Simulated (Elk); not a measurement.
# Electronic structure of magnetic CrIr3

Aim: the bands and densities of states of CrIr3 in the lowest state of several starts.

Calculated with Elk 11.2.3 (patched build); LDA (Perdew-Wang); all-electron APW+lo, Dirac cores, scalar-relativistic bands.

### 1. The starting structure

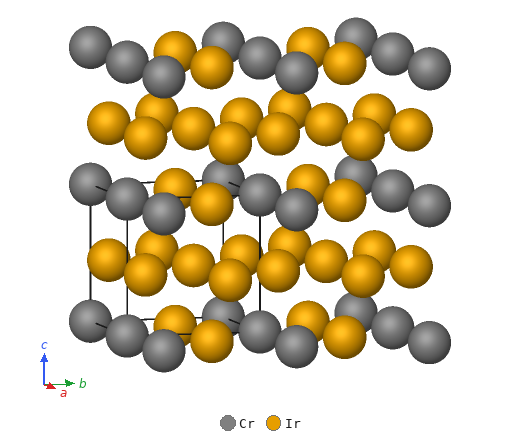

The cell as given, slightly off an axis (chromium grey, iridium orange). 2×2×2 cells are drawn. Some periodic images of atoms are drawn too.

The cell comes from a database of computed structures and need not be the stable phase.

### 2. Ground-state run

Bands and densities of states are read from a converged potential, so the magnetic state comes first.

This is the lowest of the starts that converged (ferro +).

Moments are seeded by fields in the spheres (the last three columns under atoms), set against the wanted direction and reduced each loop.

The input, elk.in:

```
tasks
  0

xctype
  3

rgkmax
  7.0

nempty
  8

swidth
  0.003

reducebf
  0.5

epsengy
  1e-05

maxscl
  100

lmaxi
  2

spinpol
  .true.

sppath
  './'

avec
  7.20767511283 0.00000000000 0.00000000000
  0.00000000000 7.20767511283 0.00000000000
  0.00000000000 0.00000000000 7.20767511283

atoms
  2
  'Cr.in'
  1
  0.0000000000 0.0000000000 0.0000000000   0.000000 0.000000 -0.187500
  'Ir.in'
  3
  0.0000000000 0.5000000000 0.5000000000   0.000000 0.000000 0.000000
  0.5000000000 0.5000000000 0.0000000000   0.000000 0.000000 0.000000
  0.5000000000 0.0000000000 0.5000000000   0.000000 0.000000 0.000000

ngridk
  6 6 6
```

The run is started by

```
$ OMP_NUM_THREADS=4 elk
```

Numbers of over 12 decimals in the logs are rounded to 6 here.

The program printed:

```text
Warning(init1): few empty states an atom for a second variation :    8.000000000
 they are its basis, with spin, DFT+U, afieldc (12 by default), in Hartree-Fock and RDMFT; 30 and more for pressures
Warning(gndstate): core states of species 2 leak from the muffin-tin :   0.9984274819E-03

--- INFO.OUT ---
┌─────────────────────────┐
│ Elk code version 11.2.3 │
└─────────────────────────┘

All units are atomic (Hartree, Bohr, etc.)

┌─────────────────────────────────────────────────┐
│ Ground-state run starting from atomic densities │
└─────────────────────────────────────────────────┘

Lattice vectors :
   7.207675113       0.000000000       0.000000000
   0.000000000       7.207675113       0.000000000
   0.000000000       0.000000000       7.207675113

Species : 1 (Cr)
 parameters loaded from : Cr.in
 name : chromium
 nuclear charge    :   -24.00000000
 electronic charge :    24.00000000
 atomic mass :    94783.09202
 muffin-tin radius :    2.400000000
 number of radial points in muffin-tin :    497
 inner part over the whole radius :   0.9857795597E-02
 number on inner part of muffin-tin    :    350
 approximate nuclear radius :   0.6987106690E-04
 number of mesh points to nuclear radius :    165
 atomic positions (lattice), magnetic fields (Cartesian) :
  1 :   0.00000000  0.00000000  0.00000000    0.00000000  0.00000000 -0.18750000

Species : 2 (Ir)
 parameters loaded from : Ir.in
 name : iridium
 nuclear charge    :   -77.00000000
 electronic charge :    77.00000000
 atomic mass :    350390.1562
 muffin-tin radius :    2.523297974
 number of radial points in muffin-tin :    697
 inner part over the whole radius :   0.9909484149E-02
 number on inner part of muffin-tin    :    499
 approximate nuclear radius :   0.1024342351E-03
 number of mesh points to nuclear radius :    263
 atomic positions (lattice), magnetic fields (Cartesian) :
  1 :   0.00000000  0.50000000  0.50000000    0.00000000  0.00000000  0.00000000
  2 :   0.50000000  0.50000000  0.00000000    0.00000000  0.00000000  0.00000000
  3 :   0.50000000  0.00000000  0.50000000    0.00000000  0.00000000  0.00000000

Total number of atoms per unit cell :    4
Total muffin-tin volume :    259.7961487
 ratio of muffin-tin to unit cell volume :   0.6938204578

Spin treatment :
 spin-polarised
 global magnetic field (Cartesian) :    0.000000000       0.000000000       0.000000000
 collinear magnetisation in z-direction

Number of Bravais lattice symmetries :   48
Number of crystal symmetries         :   48
Crystal has inversion symmetry
Real symmetric eigensolver will be used

k-point grid :      6     6     6
k-point offset :    0.000000000       0.000000000       0.000000000
k-point set is reduced with full crystal symmetry group
Total number of k-points :       20

Muffin-tin radius times maximum |G+k| :    7.000000000
 using average radius
Maximum |G+k| for APW functions       :    2.808455157
Maximum (1/2)|G+k|²                   :    3.943710183
Maximum |G| for potential and density :    12.00000000
Constant for pseudocharge density :    8
 order of it for each species :   15  15
 order of it for pair densities of each species (exact exchange by exxq0 0: 15) :    9  10
Radial integration step length :    1

G-vector grid sizes :     28    28    28
Number of G-vectors :    11019

Maximum angular momentum used for
 APW functions            :    8
 outer part of muffin-tin :    6
 inner part of muffin-tin :    2

Number of empty states         :     32
Total number of valence states :    166
Total number of core states    :    154

Third-order local-orbitals added for an l without core states : T
Total number of local-orbitals :    137

Exchange-correlation functional :      3     0     0
 Perdew-Wang/Ceperley-Alder, Phys. Rev. B 45, 13244 (1992)
 gradient requirement :    0
 local density approximation (LDA)

Smearing type :    3
 Fermi-Dirac
Smearing width :   0.3000000000E-02
Effective electronic temperature (K) :    947.3250744

Mixing type :    3
 Broyden mixing, J. Phys. A: Math. Gen. 17, L317 (1984)

Kohn-Sham potential initialised from atomic data

┌──────────────────────────────┐
│ Self-consistent loop started │
└──────────────────────────────┘

┌─────────────────┐
│ Loop number : 1 │
└─────────────────┘

Energies :
 Fermi                       :     0.308746
 sum of occupied eigenvalues :     -33489.343463798
 electron kinetic            :      62056.838666451
 core electron kinetic       :      59663.691025816
 Coulomb                     :     -115586.55231423
 Coulomb potential           :     -94076.999255395
 nuclear-nuclear             :     -5499.8950442951
 electron-nuclear            :     -126245.34812932
 Hartree                     :      16158.690859390
 Madelung                    :     -68548.052686528
 xc potential                :     -1469.1681223616
 xc effective B-field        :    -0.29418099820743E-02
 external B-field            :      0.000000
 exchange                    :     -1036.8975728436
 correlation                 :     -26.104981666098
 electron entropic           :    -0.15754761548351E-02
 total energy                :     -54592.717777760
 (external B-field energy excluded from total)

Density of states at Fermi energy :    54.75167895
 (states/Hartree/unit cell)

Estimated indirect band gap :   0.3998934860E-02
 from k-point 6 to k-point 6
Estimated direct band gap   :   0.3998934860E-02
 at k-point 6

Charges :
 core                        :    154.0000000
 valence                     :    101.0000000
 interstitial                :    5.424945185
 muffin-tins (core leakage)
  species : 1 (Cr)
   atom 1                    :    20.25271594     ( -0.3576938402E-05)
  species : 2 (Ir)
   atom 1                    :    76.44077963     (  0.1080547207E-02)
   atom 2                    :    76.44077963     (  0.1080547207E-02)
   atom 3                    :    76.44077963     (  0.1080547207E-02)
 total in muffin-tins        :    249.5750548
 total calculated charge     :    254.9949160
 total charge                :    255.0000000
 error                       :   0.5083987001E-02

Moments :
 interstitial                :   0.1670511366E-01
 muffin-tins
  species : 1 (Cr)
   atom 1                    :   0.3733189566
  species : 2 (Ir)
   atom 1                    :  -0.1034819570
   atom 2                    :  -0.1034819570
   atom 3                    :  -0.1034819570
 total in muffin-tins        :   0.6287308560E-01
 total moment                :   0.7957819926E-01

[... earlier loops left out ...]

┌──────────────────┐
│ Loop number : 24 │
└──────────────────┘

Energies :
 Fermi                       :     0.447326
 sum of occupied eigenvalues :     -33458.435808095
 electron kinetic            :      62071.439366591
 core electron kinetic       :      59668.534454207
 Coulomb                     :     -115600.66474198
 Coulomb potential           :     -94117.718156540
 nuclear-nuclear             :     -5499.8950442951
 electron-nuclear            :     -126232.45928443
 Hartree                     :      16131.689586744
 Madelung                    :     -68541.805663710
 xc potential                :     -1412.1197492349
 xc effective B-field        :    -0.37268880770473E-01
 external B-field            :      0.000000
 exchange                    :     -1037.7851103177
 correlation                 :     -26.125555957854
 electron entropic           :    -0.34196977234301E-02
 total energy                :     -54593.139461363
 (external B-field energy excluded from total)

Density of states at Fermi energy :    123.5687305
 (states/Hartree/unit cell)

Estimated indirect band gap :   0.9126608090E-03
 from k-point 8 to k-point 8
Estimated direct band gap   :   0.9126608090E-03
 at k-point 8

Charges :
 core                        :    154.0000000
 valence                     :    101.0000000
 interstitial                :    5.124890327
 muffin-tins (core leakage)
  species : 1 (Cr)
   atom 1                    :    22.86918968     ( -0.3576939728E-05)
  species : 2 (Ir)
   atom 1                    :    75.66864000     (  0.9984274819E-03)
   atom 2                    :    75.66864000     (  0.9984274819E-03)
   atom 3                    :    75.66864000     (  0.9984274819E-03)
 total in muffin-tins        :    249.8751097
 total calculated charge     :    254.9951401
 total charge                :    255.0000000
 error                       :   0.4859918795E-02

Moments :
 interstitial                :   0.3808618185E-01
 muffin-tins
  species : 1 (Cr)
   atom 1                    :    1.449433584
  species : 2 (Ir)
   atom 1                    :  -0.1202717314
   atom 2                    :  -0.1202717314
   atom 3                    :  -0.1202717314
 total in muffin-tins        :    1.088618390
 total moment                :    1.126704572

┌──────────────────────────────┐
│ Self-consistent loop stopped │
└──────────────────────────────┘

Warning : core states of species 2 leak from the muffin-tin :   0.9984274819E-03

Wrote STATE.OUT
```

Run time: 77 s. Hardware: 4 threads of Arm Neoverse V1, shared host; peak memory 0.38 GiB; 4.9 min of CPU time.

Spin moment in the muffin-tin sphere by atom:

| atom | spin moment in the muffin-tin sphere (μB) |
| --- | --- |
| Cr1 | 1.45 |
| Ir2 | -0.12 |
| Ir3 | -0.12 |
| Ir4 | -0.12 |

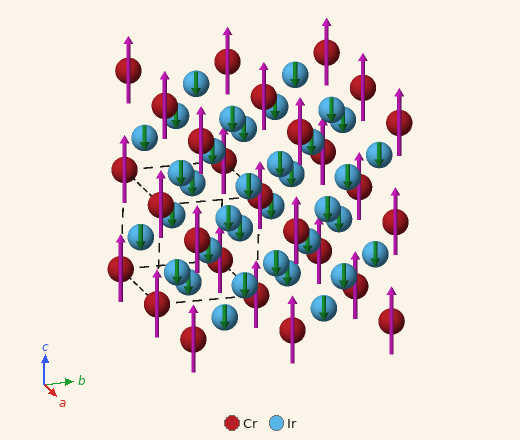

Spin moment in the muffin-tin sphere as arrows, the longest 1.45 μB. Up and down stand for the sign. Arrows give size and sign along the axis of quantisation, drawn up and down the page. Each arrow also spans its atom, so small moments look longer than they are. The two directions have two colours. 2×2×2 cells are drawn. Some periodic images of atoms are drawn too.

Read from the output:

```
density of states at the Fermi level : 4.541 states/eV/cell
moment between the spheres           : 0.03809 μB
magnetization                        : 1.127 μB
final state                          : ferromagnetic
```

### 3. Levels along a path and on the mesh

The potential is kept. Point names follow a standard table for this cell's lattice and can differ from other conventions. The density of states is interpolated from the levels on the mesh (so its value at the Fermi level can differ from the smeared one of the ground-state run), and the bands are solved anew along a path of special points.

Changes to elk.in since step 2:

```diff
@@ -1,3 +1,7 @@
 tasks
-  0
+  10
+  20
+  15
+  33
+  73
 
@@ -42,3 +46,3 @@
   1
-  0.0000000000 0.0000000000 0.0000000000   0.000000 0.000000 -0.187500
+  0.0000000000 0.0000000000 0.0000000000   0.000000 0.000000 -0.000187
   'Ir.in'
@@ -51 +55,22 @@
   6 6 6
+
+wplot
+  300 60 1
+  -0.35000 0.25000
+
+plot1d
+  7 84
+  0.00000000 0.00000000 0.00000000
+  0.00000000 0.50000000 0.00000000
+  0.50000000 0.50000000 0.00000000
+  0.00000000 0.00000000 0.00000000
+  0.50000000 0.50000000 0.50000000
+  0.00000000 0.50000000 0.00000000
+  0.50000000 0.50000000 0.50000000
+
+plot3d
+  0 0 0
+  1 0 0
+  0 1 0
+  0 0 1
+  20 20 20
```

The run is started by

```
$ OMP_NUM_THREADS=4 elk
```

The program printed:

```text
┌─────────────────────────────────┐
│ Elk code version 11.2.3 started │
└─────────────────────────────────┘

┌───────────────────┐
│ Current task : 10 │
└───────────────────┘
Info(checkmt): changed muffin-tin radius of species 2 (Ir) from   2.8000 to   2.5233

Info(writedos):
 Total density of states written to TDOS.OUT

 Partial density of states written to PDOS_Sss_Aaaaa.OUT
 for all species and atoms

 Spin-quantisation axis :    0.000000000       0.000000000       1.000000000

 Eigenvalues of a random matrix symmetrised with the site
 symmetries in the Yₗₘ basis written to ELMIREP.OUT for all
 species and atoms. Degenerate eigenvalues correspond to
 irreducible representations of each site symmetry group

 Interstitial density of states written to IDOS.OUT

 Fermi energy is at zero in plots

 DOS units are states/Hartree/unit cell

┌───────────────────┐
│ Current task : 20 │
└───────────────────┘

Info(bandstr):
 Band structure plot written to BAND.OUT

 Fermi energy is at zero in plot

 Vertex location lines written to BANDLINES.OUT

┌───────────────────┐
│ Current task : 15 │
└───────────────────┘

Warning(init1): few empty states an atom for a second variation :    8.000000000
 they are its basis, with spin, DFT+U, afieldc (12 by default), in Hartree-Fock and RDMFT; 30 and more for pressures

Info(writelsj):
 muffin-tin L, S and J expectation values written to LSJ.OUT

┌───────────────────┐
│ Current task : 33 │
└───────────────────┘

Info(rhoplot): 3D density plot written to RHO3D.OUT

┌───────────────────┐
│ Current task : 73 │
└───────────────────┘

Info(vecplot):
 3D magnetisation density written to MAG3D.OUT

┌──────────────────┐
│ Elk code stopped │
└──────────────────┘
```

Elapsed: 35 s, on 4 threads; peak memory 0.37 GiB; 1.9 min of CPU time.

The electronic bands at the labelled points (eV, zero at the Fermi level; # counts the bands kept):

| point | up #16 | up #17 | up #18 | up #19 | down #13 | down #15 | down #16 | down #17 |
| --- | --- | --- | --- | --- | --- | --- | --- | --- |
| Γ | 1.43 | 1.43 | 1.43 | 1.94 | 1.30 | 1.88 | 1.88 | 1.88 |
| X | -0.79 | -0.79 | -0.65 | 0.22 | -1.51 | -1.35 | 0.10 | 0.10 |
| M | -1.01 | -0.87 | -0.73 | -0.43 | -2.08 | -1.80 | -1.06 | -0.83 |
| Γ | 1.43 | 1.43 | 1.43 | 1.94 | 1.30 | 1.88 | 1.88 | 1.88 |
| R | -0.32 | 1.08 | 1.08 | 1.08 | -0.36 | -0.20 | -0.20 | 1.32 |
| X | -0.79 | -0.79 | -0.65 | 0.22 | -1.51 | -1.35 | 0.10 | 0.10 |
| R | -0.32 | 1.08 | 1.08 | 1.08 | -0.36 | -0.20 | -0.20 | 1.32 |

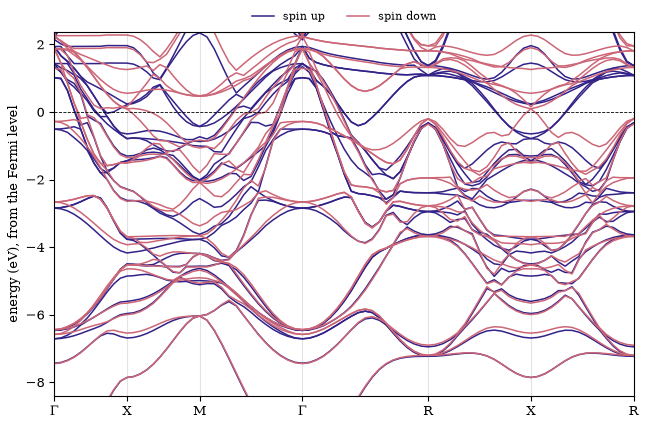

Electronic bands along the path; the two colours are the two spins.

The density of states has structure finer than the step of the table below, so its rows give means over 1 eV, whole bins alone (the curve runs from -9.52 to 6.75 eV). Peaks (eV: height): up -6.1: 3.09, -2.7: 4.27, -1.8: 3.25, 1.1: 3.37; down -6.0: 3.23, -2.5: 3.94, 0.8: 3.99, 1.7: 3.63; Cr1 d up -2.6: 0.942, -1.9: 0.732, -0.4: 1.39, 0.9: 1.40; Cr1 d down -2.5: 0.512, -0.9: 0.543, 0.8: 2.15, 1.7: 1.98; Ir2 d up -3.9: 0.671, -2.7: 0.873, -1.8: 0.630, 1.2: 0.726.

Table of density of states by energy, zero at the Fermi level; means over each step; values in states/eV/cell:

| energy (eV) | up | down | Cr1 d up | Cr1 d down | Ir2 d up | Ir2 d down |
| --- | --- | --- | --- | --- | --- | --- |
| -9 | 0.157 | 0.154 | 2.7e-4 | 1.9e-4 | 0.00219 | 0.00243 |
| -8 | 0.370 | 0.371 | 0.00280 | 0.00206 | 0.0156 | 0.0165 |
| -7 | 0.797 | 0.729 | 0.0274 | 0.0172 | 0.110 | 0.0981 |
| -6 | 2.73 | 2.74 | 0.160 | 0.112 | 0.518 | 0.543 |
| -5 | 1.99 | 1.97 | 0.123 | 0.0809 | 0.440 | 0.444 |
| -4 | 2.23 | 2.19 | 0.184 | 0.107 | 0.496 | 0.511 |
| -3 | 2.79 | 2.31 | 0.435 | 0.184 | 0.565 | 0.512 |
| -2 | 2.50 | 2.57 | 0.602 | 0.352 | 0.462 | 0.582 |
| -1 | 2.20 | 2.33 | 0.591 | 0.373 | 0.416 | 0.483 |
| 0 | 2.40 | 1.05 | 1.08 | 0.269 | 0.368 | 0.207 |
| 1 | 2.77 | 3.04 | 1.01 | 1.54 | 0.533 | 0.422 |
| 2 | 0.909 | 1.97 | 0.234 | 1.00 | 0.160 | 0.266 |
| 3 | 0.295 | 0.631 | 0.0507 | 0.261 | 0.0434 | 0.0680 |
| 4 | 0.608 | 0.591 | 0.0399 | 0.0920 | 0.0995 | 0.0852 |
| 5 | 0.560 | 0.549 | 0.0442 | 0.0727 | 0.0700 | 0.0653 |
| 6 | 0.453 | 0.495 | 0.0377 | 0.0586 | 0.0418 | 0.0451 |

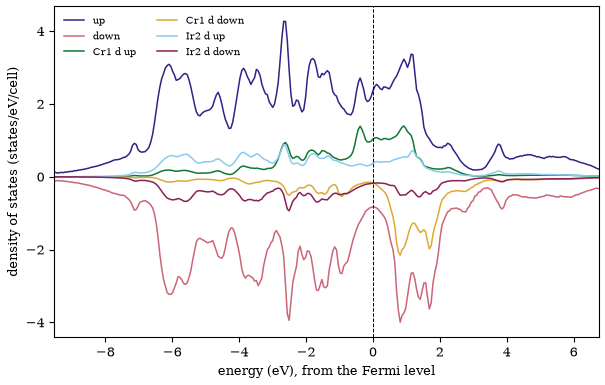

Density of states, plotted against energy. Down spins are drawn negative.

### 4. Outcome

| Item | Value |
| --- | --- |
| state | ferromagnetic |
| largest moment | 1.45 μB |

What this shows: Right at the Fermi level (the table gives means over its steps) the density of states is 2.4 states/eV a cell for spin up and 0.83 for spin down. Within the window shown, the centres of the Cr1 d states of the two spins lie 1.2 eV apart, a rough measure of the splitting of the spins. The state is the lowest of the starts that converged. These are Kohn–Sham levels without spin–orbit coupling.

[Logs and program files are shortened in this print: banners, set-up blocks, solver, clock and traceback lines can be left out without a mark of their own.]

[Logs are printed without paths, hosts, clocks, repeated set-up lines and the standing remarks that a program may print on its own settings, such as how far it seeks lower states.]

[Hosts, paths, dates, database ids (printed as entryN), source tags and the programs' standing remarks are cut or masked in the printed files.]

[Where a cell is said to come from a database of computed structures, the database is the Materials Project.]
